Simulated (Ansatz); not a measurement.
# Direct or indirect: H3C2 (C2/m)

```
CELL_PARAMETERS angstrom
3.57945 -3.22764 0.00000
3.57945 3.22764 0.00000
-0.78189 0.00000 4.00252
ATOMIC_POSITIONS crystal
C 0.72680 0.72680 0.71900
C 0.27320 0.27320 0.28100
C 0.92130 0.92130 0.91610
C 0.07870 0.07870 0.08390
H 0.48540 0.21700 0.22810
H 0.78300 0.51460 0.77190
H 0.51460 0.78300 0.77190
H 0.21700 0.48540 0.22810
H 0.73000 0.73000 0.45250
H 0.27000 0.27000 0.54750
```

Method: Ansatz, PBE, independent particles, without spin-orbit coupling, line width 0.15 eV (Gaussian). The band structure gives a fundamental gap of 4.87 eV. The spectrum of vertical transitions near the edge:

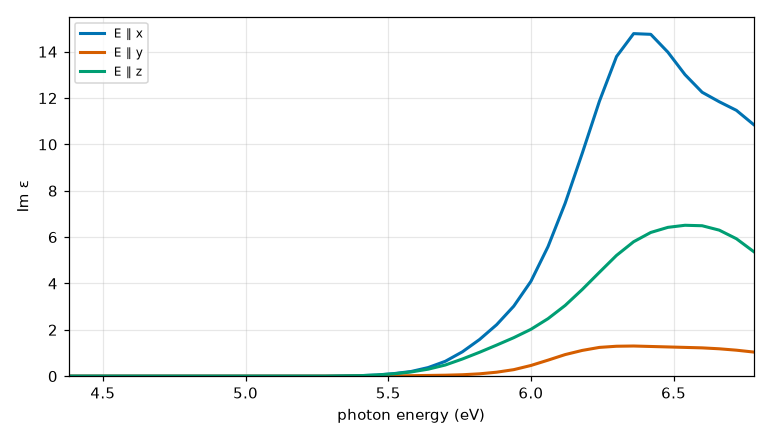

Task: Is the gap direct or indirect, and about where do vertical transitions set in?

Result: Indirect, by the band path, whose least direct gap is 5.28 eV. The curves fit this: they stay near zero above 4.87 eV and rise only from about 5.3 eV, though a forbidden direct transition would look alike. Lines are broadened by 0.15 eV, which spreads the edge, and phonons, which would give weak absorption from the fundamental gap up, are left out.

[Logs are printed without paths, hosts, clocks, repeated set-up lines and the standing remarks that a program may print on its own settings, such as how far it seeks lower states.]
